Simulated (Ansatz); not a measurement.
**CH7AlN2···HCl: density, localisation and related maps**

Input

```
crystal:
  periodic: [false, false, false]
  atoms:
    - { symbol: Al, position_ang: [-0.2787, 0.0571, -0.3095] }
    - { symbol: "N", position_ang: [1.6349, 0.3287, 0.8228] }
    - { symbol: C, position_ang: [-1.2106, -1.5962, 0.2583] }
    - { symbol: "N", position_ang: [-0.1075, 0.8684, -1.8769] }
    - { symbol: H, position_ang: [0.7613, 1.2008, 1.3299] }
    - { symbol: Cl, position_ang: [-0.819, 1.966, 1.3755] }
    - { symbol: H, position_ang: [1.9705, -0.2333, 1.5942] }
    - { symbol: H, position_ang: [2.3971, 0.879, 0.4469] }
    - { symbol: H, position_ang: [-1.403, -2.2656, -0.5829] }
    - { symbol: H, position_ang: [-0.6197, -2.1538, 0.9899] }
    - { symbol: H, position_ang: [-2.1752, -1.3885, 0.7285] }
    - { symbol: H, position_ang: [-0.0463, 1.8746, -1.9733] }
    - { symbol: H, position_ang: [-0.1039, 0.4627, -2.8032] }
basis:
  gaussian: { orbitals: def2-SVP }
hamiltonian:
  xc: b3lyp
  dispersion: d4
relax:
  f_tol: 0.15
  max_steps: 25
  restrain:
    - { distance: [0, 5], at: 3.53, k: 30.0 }
    - { distance: [4, 1], at: 2.32, k: 30.0 }
    - { distance: [0, 1], at: 1.92, k: 30.0 }
    - { distance: [4, 5], at: 1.33, k: 30.0 }
output:
  orbitals: {}
```

Command:

```sh
ansatz run input.yaml --threads 2 --pin off --max-ram 3072MiB --backend cpu --events-out ev --progress --plain --runs-dir out
```

The fields are those of the run's last geometry, not of the input's.

Not at a stationary point (largest force 1.3 eV/Å).

The calculation used Ansatz, RKS B3LYP-D4/def2-SVP.

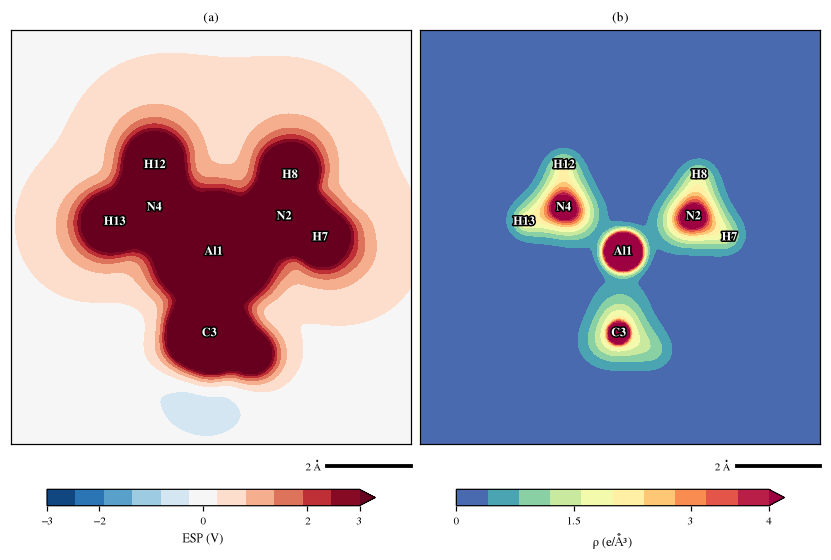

Figure 1. (a) molecular electrostatic potential; (b) electron density on the plane of atoms N2, Al1 and N4.

Question: Read the bonding off the picture.

Answer:
- The plane passes through Al, N, C and H nuclei.
- Al–N (1.78 Å): ρ is about 0.83 e/Å³ halfway.
- C–Al (1.95 Å): the density is about 0.73 e/Å³ at the midpoint.
- N–H (1.02 Å): ρ at the midpoint is about 2.7 e/Å³.
- Al–N (1.88 Å): ρ is about 0.69 e/Å³ halfway.
- Outside the dense part of the complex the potential is most negative (−0.4 V) near C3.

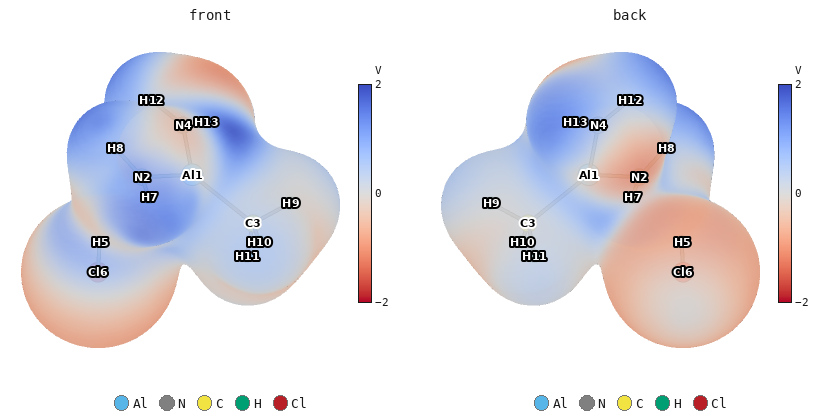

Figure 2. The molecular electrostatic potential painted on the density surface at 0.002 e/bohr³, seen from the front and from behind; the colour scale runs from red (negative) to blue (positive).

Question: Describe the electrostatic potential map.

Answer: The most negative region (about −0.9 V) lies over N4, the most positive (about +1.6 V) over Al1.

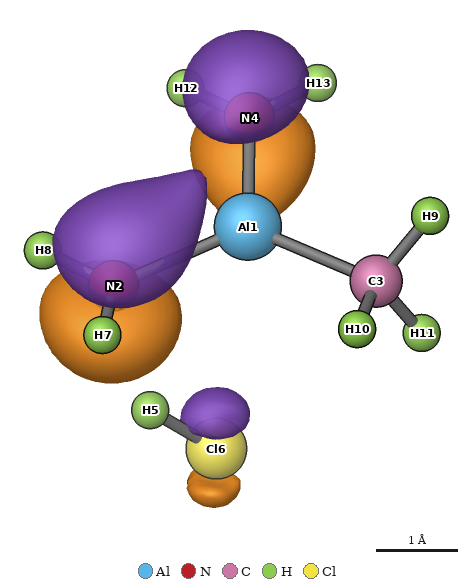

Figure 3. The HOMO−1 at ±0.15 Å⁻³ᐟ² (orange and purple are the two phases), seen at a tilt.

Question: Describe this orbital and give its energy.

Answer: It lies mainly on N2 (about 40 %), N4 (about 30 %) and Al1 (about 15 %). Its energy is −7.07 eV.
